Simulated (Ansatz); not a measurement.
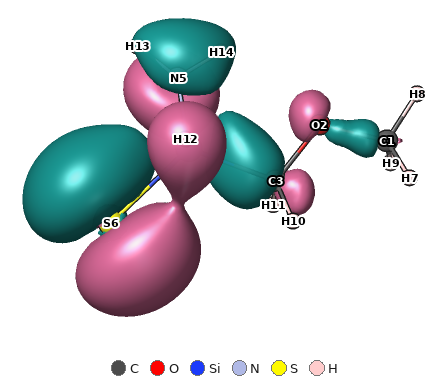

The picture shows: C2H9NOSSi. The HOMO at ±0.08 Å⁻³ᐟ² (teal and pink are the two phases), seen across its widest extent.

Level of theory: RKS PBE0-D4/def2-SVP (Ansatz).

The calculation's input:

```
crystal:
  periodic: [false, false, false]
  atoms:
    - { symbol: C, position_ang: [0.7404, -2.5974, -0.3264] }
    - { symbol: O, position_ang: [0.314, -1.2455, -0.7492] }
    - { symbol: C, position_ang: [0.4521, -0.2828, 0.3003] }
    - { symbol: Si, position_ang: [0.0497, 1.491, -0.0925] }
    - { symbol: "N", position_ang: [-1.6435, 1.5848, -0.614] }
    - { symbol: S, position_ang: [0.0789, 2.7287, 1.645] }
    - { symbol: H, position_ang: [1.7724, -2.5727, -0.0399] }
    - { symbol: H, position_ang: [0.589, -3.2139, -1.1903] }
    - { symbol: H, position_ang: [0.0649, -2.872, 0.532] }
    - { symbol: H, position_ang: [1.5431, -0.2769, 0.6319] }
    - { symbol: H, position_ang: [-0.114, -0.6212, 1.1967] }
    - { symbol: H, position_ang: [0.8092, 2.0797, -1.1546] }
    - { symbol: H, position_ang: [-1.8585, 2.5588, -0.9634] }
    - { symbol: H, position_ang: [-1.7939, 0.982, -1.3765] }
    - { symbol: H, position_ang: [-1.0256, 2.2066, 2.2303] }
basis:
  gaussian: { orbitals: def2-SVP }
hamiltonian:
  xc: pbe0
  dispersion: d4
relax:
  f_tol: 0.015
  max_steps: 40
output:
  orbitals: {}
```

Command:

```sh
ansatz run input.yaml --threads 2 --pin off --max-ram 3072MiB --backend cpu --events-out ev --progress --plain --runs-dir out
```

The fields are those of the relaxed geometry.

### What is the character of this orbital?

It lies mainly on S6 (about 55 %), N5 (about 15 %) and Si4 (about 10 %). Its energy is −7.05 eV.
